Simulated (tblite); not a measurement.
**Run report: C$_{6}$H$_{12}$GeO$_{2}$, frequency calculation**

- system: C$_{6}$H$_{12}$GeO$_{2}$
- method: GFN2-xTB harmonic vibrations, gas phase (tblite 0.8.0)

It belongs to a series of runs on one base structure; here: H on Ge replaced by OC2H5.

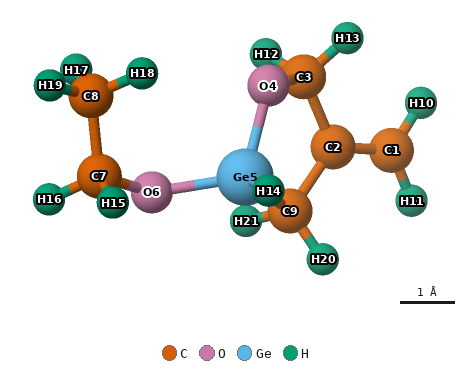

Figure 1. The input geometry (ball-and-stick view, seen at a tilt; atoms are numbered from 1 in the order of the input). Sticks mark near contacts.

### Input file
```
{"job": {"kind": "ir", "xc": "GFN2-xTB", "basis": "xTB"}, "charge": 0, "multiplicity": 1}
C     -3.636933     0.527072     0.403949
C     -2.338087     0.296115     0.321948
C     -1.383822     0.582977     1.459834
O     -0.093823     0.929870     1.004950
Ge     0.190562     0.466303    -0.701373
O      1.300529    -0.896554    -0.842005
C      2.709775    -0.843296    -0.764594
C      3.197838    -0.454861     0.621860
C     -1.653445    -0.244078    -0.894971
H     -4.084899     0.923384     1.299173
H     -4.305408     0.311233    -0.412287
H     -1.313951    -0.306715     2.100413
H     -1.759351     1.411904     2.067885
H      0.821175     1.686452    -1.354731
H      3.103324    -0.136933    -1.506787
H      3.058332    -1.848646    -1.025376
H      2.833223    -1.167614     1.356723
H      2.809358     0.530123     0.879019
H      4.284302    -0.435121     0.646232
H     -2.176750     0.018498    -1.810305
H     -1.570870    -1.333172    -0.839664
```

The first line tells a small driver script what to run in tblite; the rest is the geometry in Å.

Launch command:
```bash
OMP_NUM_THREADS=1 python <driver script> task.json out
```

### Log
```
mode    cm-1     km/mol
  1      29.5      0.92
  2      46.7      1.26
  3      54.7      1.06
  4      80.8      3.99
  5     109.6      2.07
  6     168.4      1.96
  7     198.5     18.98
  8     243.3      4.37
  9     308.3     12.45
 10     353.8      5.55
 11     390.8     10.24
 12     434.3     30.48
 13     469.5    132.09
 14     488.7     57.05
 15     529.0     49.45
 16     579.8     59.71
 17     651.9     71.16
 18     676.5     62.47
 19     690.4     25.53
 20     757.9     78.25
 21     830.6      0.81
 22     848.6     15.03
 23     892.9     25.36
 24     931.1     56.44
 25     949.7      1.09
 26     967.7      1.10
 27    1053.0    134.44
 28    1068.0      5.60
 29    1088.1     73.91
 30    1099.0     78.83
 31    1128.3      8.80
 32    1147.2     21.78
 33    1198.4      1.90
 34    1239.2     24.38
 35    1257.2      2.51
 36    1299.0      7.64
 37    1332.0     14.90
 38    1396.5     11.21
 39    1403.2      5.39
 40    1416.1      1.56
 41    1468.1      1.72
 42    1471.4      3.96
 43    1476.8      1.23
 44    1488.3      2.82
 45    1724.1     18.32
 46    1814.2    417.12
 47    2866.7     47.34
 48    2876.7     63.69
 49    2922.4     53.70
 50    2927.0     10.46
 51    2930.8     48.55
 52    3009.5     33.18
 53    3010.4     16.25
 54    3038.2     35.07
 55    3046.5     26.55
 56    3103.1     20.56
 57    3128.3     35.96
```

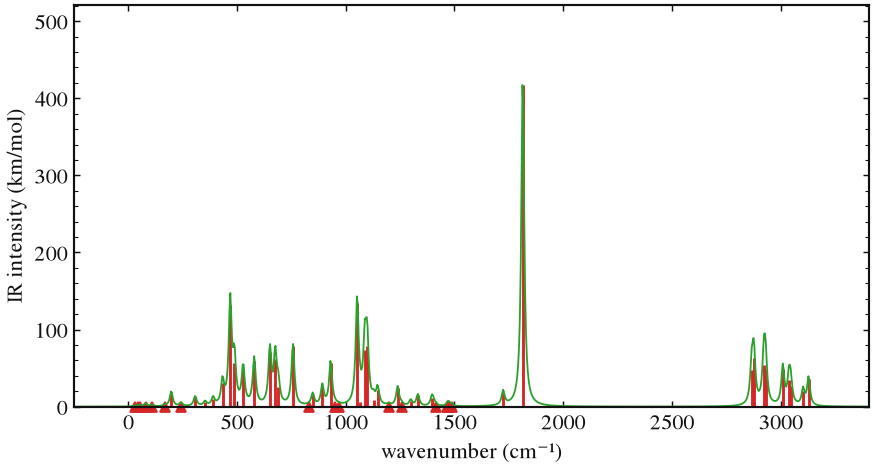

Figure 2. Harmonic infrared spectrum, unscaled: sticks (degenerate modes added up, dark ones marked on the axis) with a Lorentzian envelope of 16 cm⁻¹ full width, scaled to the tallest stick. 57 modes from 30 to 3128 cm⁻¹, none imaginary. The strongest line is at 1814 cm⁻¹ (417 km/mol).

### Summary

- outcome: converged
- total energy: −789.8565 eV
- zero-point energy: 103.0870 kcal/mol
- hardware: 1 CPU thread, shared host
- wall time: 1.6 s
- peak memory: 0.18 GiB
